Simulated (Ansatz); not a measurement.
Input file:

```
crystal:
  lattice:
    - [-1.9078356851, 1.9078356851, 6.4227535783]
    - [1.9078356851, -1.9078356851, 6.4227535783]
    - [1.9078356851, 1.9078356851, -6.4227535783]
  atoms:
    - { symbol: Ta, position: [0.0, 0.0, 0.0] }
    - { symbol: Mo, position: [0.5872665296, 0.5872665296, 0.0] }
    - { symbol: Mo, position: [0.4127334704, 0.4127334704, 0.0] }
    - { symbol: Au, position: [0.75, 0.25, 0.5] }
    - { symbol: Au, position: [0.25, 0.75, 0.5] }
basis:
  ecutwfc: 420
kpoints:
  mp_grid: { grid: [14, 14, 14] }
hamiltonian:
  xc: pbe
scf:
  occupations: { method: gaussian, width: 0.1 }
output:
  forces: true
  stress: true
  eigenvalues: true
  write_density: true
  write_potential: true
  elf: true
  volumetric_format: npy
relax:
  adjacent_minimum: "off"
  f_tol: 0.01
  max_steps: 80
  cell: { stress_tol: 0.05 }
```

Launched as:

```sh
ansatz run input.yaml --threads 1 --pin off --max-ram 2560MiB --backend cpu --events-out ev --progress --plain --runs-dir out
```

Below, planes, directions and counts refer to the conventional cell (a = 3.83 Å, b = 3.83 Å, c = 12.75 Å, α = 90.00°, β = 90.00°, γ = 90.00°).

The fields are those of the run's last geometry, not of the input's.

Space group I4/mmm; a structure generated by program, which may or may not match a known phase; computed without spin polarisation.

Theory: Ansatz 0.2.0, DFT PBE, scalar-relativistic, plane waves, PAW.

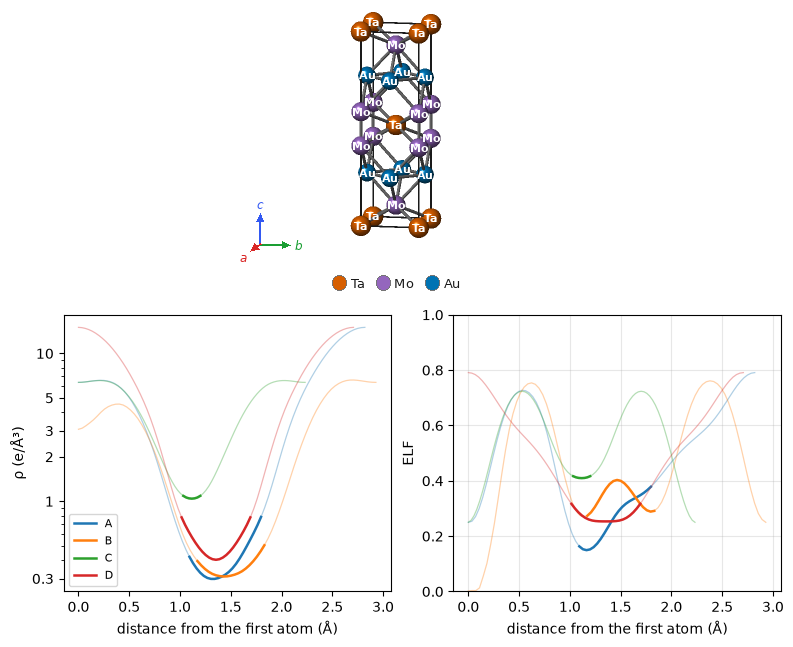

TaMo2Au2. Valence charge density (pseudo) and ELF along straight lines between neighbouring atoms. Thin, pale parts lie inside the atomic spheres. The structure is drawn too.

In a PAW calculation such maps are meaningful between the atoms, not at the nuclei.

Q: Which curve belongs to which contact (Au–Au, Mo–Au, Mo–Mo and Ta–Mo)? The first atom named is at distance zero.

A: Curve A: Mo–Au (2.82 Å): ρ at the midpoint is about 0.31 e/Å³; the ELF is about 0.25 at the midpoint: no shared electron pair shows on this line. Curve B: Ta–Mo (2.93 Å): the density is about 0.31 e/Å³ at the midpoint; the ELF is about 0.40 at the midpoint. Curve C: Mo–Mo (2.23 Å): ρ is about 1 e/Å³ halfway; the ELF is about 0.40 at the midpoint. Curve D: Au–Au (2.71 Å): the density is about 0.4 e/Å³ at the midpoint; the ELF is about 0.25 at the midpoint: no shared electron pair shows on this line.
